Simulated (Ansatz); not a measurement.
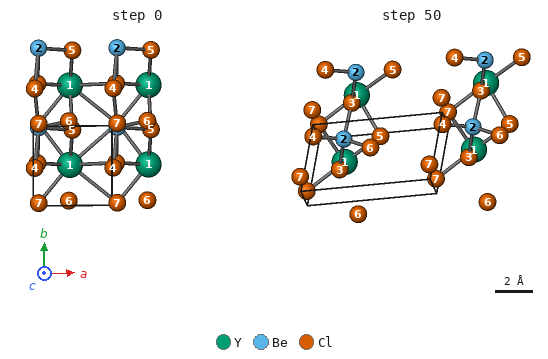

The structure of solid YBeCl5 (built on the MgPPd5-123 type type) before (left) and after (right) a relaxation, at one scale.

The picture is a ball-and-stick view of the cell of the calculation, repeated 2 × 2 × 1 with one cell outlined, seen along the c axis.

Case: shaken.

All numbers below come from Ansatz 0.2.0, DFT, PBEsol, plane waves, PAW.

Input
```yaml
crystal:
  lattice:
    - [4.2823630508, 0.0108242459, -0.0349961548]
    - [0.0108242459, 4.3299543193, 0.0426289174]
    - [-0.0570395693, 0.0694800644, 7.0593499594]
  atoms:
    - { symbol: "Y", position: [0.4639604876, 0.5122097326, 0.0174831348] }
    - { symbol: Be, position: [0.064682059, -0.0179212222, 0.491645921] }
    - { symbol: Cl, position: [0.0525058668, 0.5348320723, 0.2679672044] }
    - { symbol: Cl, position: [0.0163360737, 0.474265783, 0.6853055919] }
    - { symbol: Cl, position: [0.4954663579, -0.0473430367, 0.2559756405] }
    - { symbol: Cl, position: [0.4502189064, 0.0621648854, 0.7345133593] }
    - { symbol: Cl, position: [0.0675493735, 0.0326938321, -0.0040849447] }
kpoints:
  mp_grid: { grid: [4, 4, 4] }
hamiltonian:
  xc: pbesol
scf:
  occupations: { method: fermi_dirac, width: 0.05 }
relax:
  f_tol: 0.01
  cell: {}
  max_steps: 120
```

Run as
```bash
ansatz run input.yaml --threads 4 --pin off --max-ram 4608MiB --backend cpu --events-out ev --progress --plain --runs-dir out
```

Question: What changed between the two?

Answer: After 40 accepted moves (50 points after the start) the energy has fallen by 951 meV per atom. The largest force component goes from 3.2 to 0.009 eV/Å. Pressure: 8.22 GPa at the start and 0.00 GPa at the end. The line search rejected the trial steps at points 13, 25, 27, 30, 40, 47, 48 of the run. The SCF was repeated 3 times at an unchanged geometry on a basis and grid sized afresh for the cell, which shifted the energy by 41.9 meV per atom at most. The atom that moves furthest relative to the cell is Cl6 (1.60 Å along −b). By element the largest moves are Cl 1.60 Å, Y 1.58 Å, Be 1.14 Å. The volume changes by +44.0 %, with a 4.283 → 7.077 Å (+65.2 %), b 4.330 → 3.736 Å (−13.7 %), c 7.060 → 7.697 Å (+9.0 %), α 88.9° → 76.0°, β 90.9° → 94.4°, γ 89.7° → 74.9°. Among the contacts that change: Y1–Cl3 3.058 → 7.271 Å, Y1–Cl4 3.364 → 6.363 Å, Y1–Cl7 3.441 → 6.273 Å, Cl4–Cl6 2.584 → 4.904 Å. New bonds form, among them: Be2–Cl3 (2.84 → 2.18 Å). Bonds break, among them: Y1–Cl3 (3.06 → 7.27 Å), Y1–Cl4 (3.36 → 6.36 Å), Y1–Cl6 (2.82 → 4.62 Å), Y1–Cl7 (3.31 → 5.06 Å). Among the angles between lasting bonds that change: Y1–Cl6–Be2 110.3° → 90.3°, Y1–Cl7–Y1 103.6° → 91.0°. The space group stays P1 (No. 1). The run took 3.1 min on 4 threads of Arm Neoverse V1, on a shared host, peak memory 0.54 GiB.
